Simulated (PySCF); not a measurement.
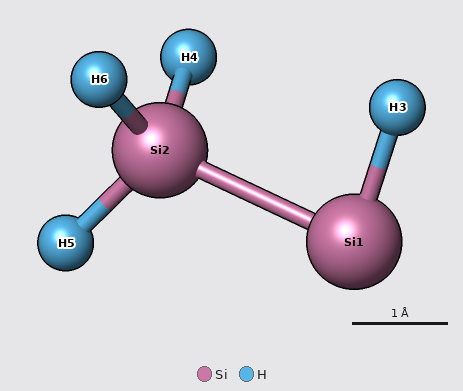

The structure (ball-and-stick view, seen at a tilt; atoms are numbered from 1 in the order of the input).

## What a change does: single-point calculation on Si2H4

System: Si2H4.
Method of the first run: RKS PBE0-D4/def2-TZVPP, density fitting (PySCF 2.14.0).

The geometry comes from this level: PBE0-D4/def2-TZVP. Text and figures count atoms from 1; the logs count them from 0 in places.

### The input, the first run
```python
import json, numpy as np
from pyscf import gto, scf, dft, mp, cc
EV, BOHR = 27.211386245988, 0.529177210903
mol = gto.M(atom="""
Si -1.078705 -0.980196 -0.007178
Si 1.134215 -0.704252 0.835809
H -1.558003 -0.115708 1.156533
H 1.190526 -1.241083 2.228740
H 2.194975 -1.382924 0.041657
H 1.463678 0.751541 0.891262
""", basis="def2-tzvpp", charge=0, spin=0, max_memory=8670, verbose=0)
def mean_field(mol, dm=None):
    mf = dft.RKS(mol, xc="pbe0").density_fit()
    mf.conv_tol = 1e-9; mf.grids.level = 4
    mf.kernel(dm0=dm)
    if not mf.converged: mf = mf.newton().run(mf.mo_coeff, mf.mo_occ)
    assert mf.converged
    return mf
def d4(mol):
    from pyscf.dispersion.dftd4 import DFTD4Dispersion
    real = gto.M(atom=[(mol.atom_pure_symbol(i), mol.atom_coord(i)) for i in range(6)], unit='B', charge=mol.charge, spin=None, basis='def2-svp', verbose=0)
    r = DFTD4Dispersion(real, xc="pbe0", atm=True).get_dispersion(grad=True); return r["energy"], r["gradient"]
def energy_and_gradient(mol, dm=None):
    mf = mean_field(mol, dm); e, g = d4(mol)
    return mf, (mf.e_tot + e) * EV, (mf.nuc_grad_method().kernel()[:6] + g) * EV / BOHR
out = {}
mf = mean_field(mol); e = d4(mol)[0]
out.update(energy=(mf.e_tot + e) * EV, converged=True, dispersion=e * EV)
out['s2'] = mf.spin_square()[0]; out['nelec'] = mol.nelec
print(f"Total energy {out['energy']:.6f} eV, <S^2> {out['s2']:.4f}")
json.dump(out, open("out.json", "w"), default=float)
```

Launched with:
```bash
OMP_NUM_THREADS=4 python run.py
```

Hardware: 4 threads of Arm Neoverse V1, 23 GiB of memory available, shared host.

### Output (the first run)
```
Total energy -15811.863152 eV, <S^2> 0.0000
```

For the second run the input was changed thus:
```diff
-    mf = dft.RKS(mol, xc="pbe0").density_fit()
+    mf = dft.RKS(mol, xc="pbe").density_fit()
-    r = DFTD4Dispersion(real, xc="pbe0", atm=True).get_dispersion(grad=True); return r["energy"], r["gradient"]
+    r = DFTD4Dispersion(real, xc="pbe", atm=True).get_dispersion(grad=True); return r["energy"], r["gradient"]
```

Predict how the results change.

The total energies belong to different models, so their difference says nothing on which is more stable or more accurate. The functional changes from PBE0 to PBE.

### Output (the second run)
```
Total energy -15810.311793 eV, <S^2> 0.0000
```

### The two runs side by side

| quantity | the first run | the second run |
| --- | --- | --- |
| outcome | converged | converged |
| total energy (hartree) | −581.075253 | −581.018242 |
| basis functions | 140 | 140 |
| wall time (shared host) | 4.2 s | 4.7 s |
